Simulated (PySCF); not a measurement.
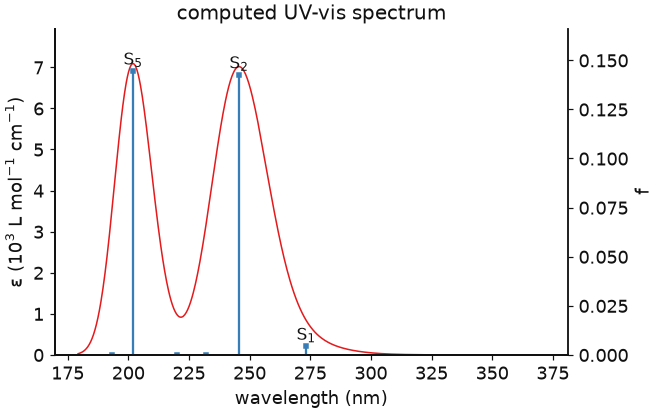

Computed absorption of C₄H₂ClFN₂, SMILES Fc1nccnc1Cl. Vertical TDDFT excitations, PBE0/def2-SVPD in PySCF 2.14.0, at a GFN2-xTB geometry (no frequency check), gas phase. Only the first 6 singlet excitations are included; each is broadened by a Gaussian of 1/e half-width 0.33 eV. Sticks give oscillator strengths (right axis).

Which of the computed transitions is the brightest, and what character does the calculation give it?

S5 at 6.14 eV (202 nm), f = 0.144, mainly HOMO → LUMO+1 (84 %).

Does any vertical transition fall in the visible?

No singlet lies below 3.1 eV (beyond 400 nm), so at this level no vertical transition falls in the visible.

Where is the lowest singlet, and is it bright?

S1 lies at 4.54 eV (273 nm) with f = 0.004, mainly HOMO−1 → LUMO (99 %); it is dark or nearly so.

Caveats: the tight-binding geometry is rougher than a DFT one and adds to the error; core orbitals are frozen in the response.
